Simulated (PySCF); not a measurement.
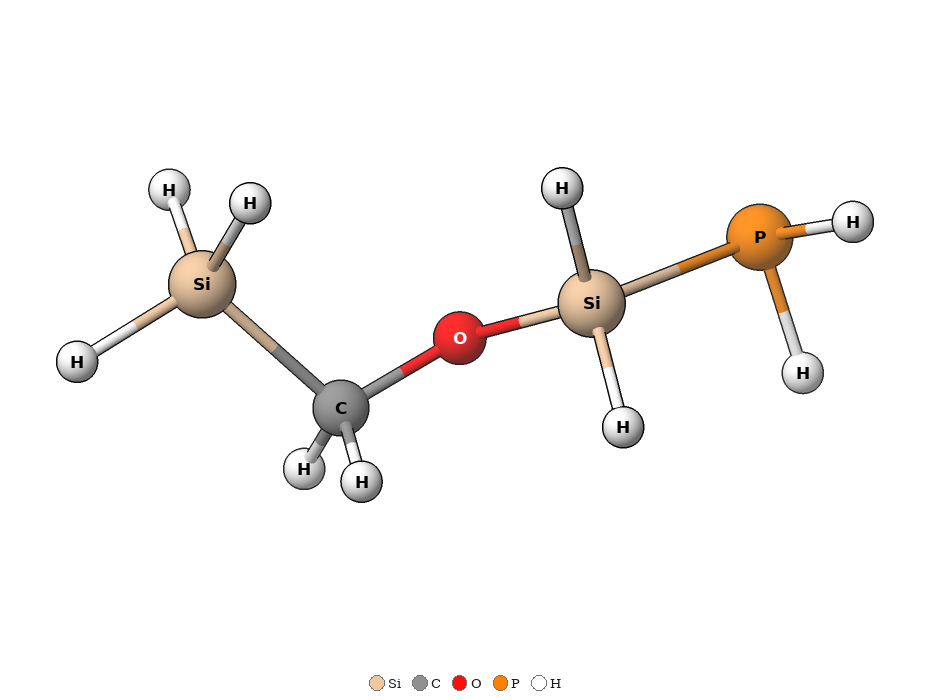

The geometry was computed by an optimisation with PBE0-D3(BJ)/def2-SVP. No frequency run is at hand to confirm it as a minimum. Level of theory: B3LYP/cc-pVTZ, gas phase (PySCF 2.14.0).

What does the calculation give?

The species is CH₉OPSi₂ (`[SiH3]CO[SiH2]P`).
- dipole moment: 1.38 D
- HOMO energy (Kohn–Sham orbital): −7.29 eV
- LUMO energy (Kohn–Sham orbital): −0.16 eV
- HOMO–LUMO gap: 7.13 eV
